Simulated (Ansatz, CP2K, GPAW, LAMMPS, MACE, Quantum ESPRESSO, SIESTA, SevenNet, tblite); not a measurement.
# Which run comes nearest? Liquid N-methylformamide at 298 K (108 atoms)

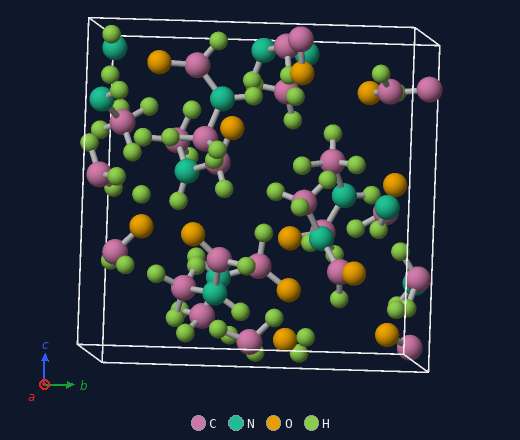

The cell (carbon pink, nitrogen teal, oxygen orange, hydrogen green). Bonds to atoms that aren't drawn are left out. Some periodic images of atoms are drawn too.

Density of this cell: 1.00 g/cm³. The cell holds 108 atoms: 24 C, 12 N, 12 O and 60 H. Its edges and angles: a = 10.550 Å, b = 10.550 Å, c = 10.550 Å, α = 90.0°, β = 90.0°, γ = 90.0°. 12 N-methylformamide placed at random, at 1 g/cm³; overlaps pushed apart, then 10 ps at 398 K with MMFF94 bonds, angles, torsions, charges and radii (Halgren, J. Comput. Chem. 17, 490 (1996)) in harmonic and 12-6 forms. Snapshot after 20 ps at 298 K and fixed volume.

Geometry: as built.

The reference, a calculation:

```
method                                           : Kohn-Sham DFT, PBE, PAW, plane waves (Ansatz 0.2.0); cutoff 420 eV, Γ point, fermi-dirac smearing of 0.05 eV; PAW set soft_2
r.m.s. force component                           : 0.9321 eV/Å
longest force                                    : 3.73 eV/Å
pressure                                         : 2.363 GPa
gap (highest filled to lowest empty level) : 4.049 eV
SCF cycles                                       : 11
time                                             : 12 s on 4 threads of Arm Neoverse V1, shared host
CPU time                                         : 47 s
```

Runs, in no order:
A. MACE MP-0b2 small potential: machine-learned interatomic potential MACE MP-0b2 small, trained on PBE(+U) plane-wave data
B. SIESTA PBE, SZP, shift 0.01 Ry, mesh 500 Ry: Kohn-Sham DFT, PBE, PseudoDojo 0.4.1 norm-conserving pseudopotentials (converted to PSML), numerical atomic orbitals (SZP), diagonalisation
C. GPAW PBE, LCAO sz(dzp), h 0.18 Å: Kohn-Sham DFT, PBE, PAW, atomic orbitals (sz(dzp))
D. SIESTA PBE, DZP, shift 0.01 Ry, mesh 500 Ry: Kohn-Sham DFT, PBE, PseudoDojo 0.4.1 norm-conserving pseudopotentials (converted to PSML), numerical atomic orbitals (DZP), diagonalisation

**Question.** Rank the runs by how far their forces lie from the reference's, least first.

A, D, B, C.

```
                                           run  Δ force, r.m.s. (meV/Å)  share of r.m.s. force (%)  CPU time
                A. MACE MP-0b2 small potential                      157                       16.8     7.9 s
D. SIESTA PBE, DZP, shift 0.01 Ry, mesh 500 Ry                      383                       41.1   3.3 min
B. SIESTA PBE, SZP, shift 0.01 Ry, mesh 500 Ry                     1244                        134   2.8 min
           C. GPAW PBE, LCAO sz(dzp), h 0.18 Å                     2464                        264      33 s
```

With short bonds to hydrogen, sets of potentials differ among themselves by several per cent in forces even at converged cutoffs, so the reference isn't exact here either. Machine-learned potentials mimic data converged in k, so the reference's own k-point error enters their differences. The network of contacts between molecules at the start is that of the classical potential that made the cell, and needn't be the one that DFT or experiment would give. The electronic-structure runs sample only Γ, in a cell whose shortest periodic width is 11 Å.

[Logs are printed without paths, hosts, clocks, repeated set-up lines and the standing remarks that a program may print on its own settings, such as how far it seeks lower states.]

[Hosts, paths, dates, database ids (printed as entryN), source tags and the programs' standing remarks are cut or masked in the printed files.]

[The MMFF94 radii named for the starting cell were scaled by 0.96; in molecules described by MMFF94, hydrogen bound to N, O or S took a small fixed 12-6 site in their place.]
